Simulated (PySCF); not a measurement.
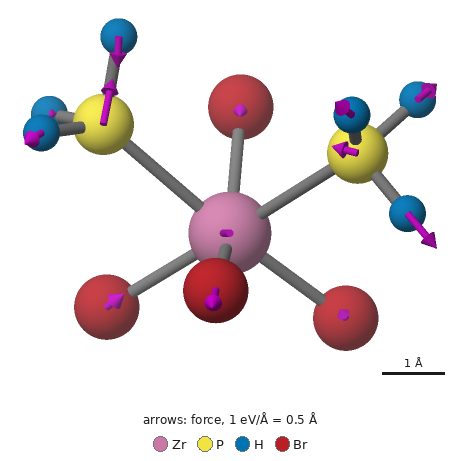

Starting geometry of ZrP$_{2}$H$_{6}$Br$_{4}$ with the computed forces as purple arrows. Style: ball-and-stick. Shown at a tilt.

The start comes from GFN2-xTB. Its atoms were then displaced at random by about 0.03 Å.

Method: PySCF 2.14.0, density-fitted response routines, PBE0-D3(BJ)/def2-SVP geometry optimisation, gas phase. 

Question: What follows when this structure is relaxed?

Answer: It isn't relaxed: the largest force vector, on the Zr atom, is 2.82 eV/Å. The final displacements have little in common with the starting forces (cosine between the two patterns 0.11). The energy falls by 0.545 eV in 19 geometry steps. The largest move after the best rigid fit is that of an H atom, 0.88 Å. Largest moves by element: H 0.88 Å, Br 0.31 Å, Zr 0.26 Å, P 0.23 Å. Some distances before and after: Br–Zr 2.420 → 2.569 Å, Br–Zr 2.602 → 2.510 Å, Br–Zr 2.638 → 2.562 Å, H–P 1.359 → 1.416 Å. Among the angles between lasting bonds that change: Zr–P–H 130.5° → 117.9°, Zr–P–H 132.0° → 119.6°, P–Zr–P 97.1° → 84.8°.
